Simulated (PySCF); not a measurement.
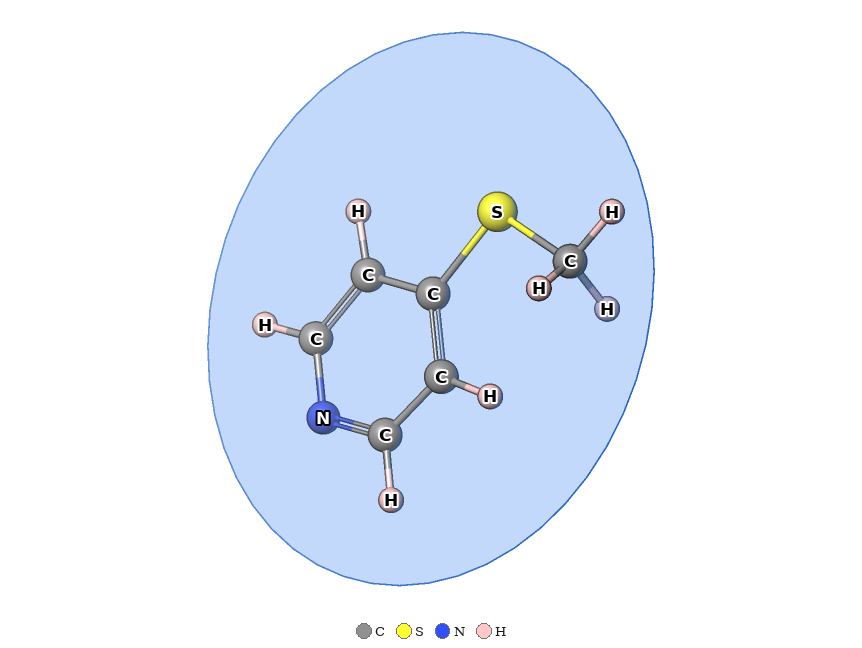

All proper rotation axes (lines) and mirror planes (discs) of the structure are drawn in. Depth is shown by fading: the farther an atom, the more it takes the colour of the background. The computed structure is the end point of a PBE0-D3(BJ)/def2-SVP optimisation. No frequency run is at hand to confirm it as a minimum.

Question: Name the symmetry elements and the point group.

Answer: It has 1 mirror plane. Point group Cs. The group has 2 operations. The geometry is achiral, and symmetry allows a dipole moment.
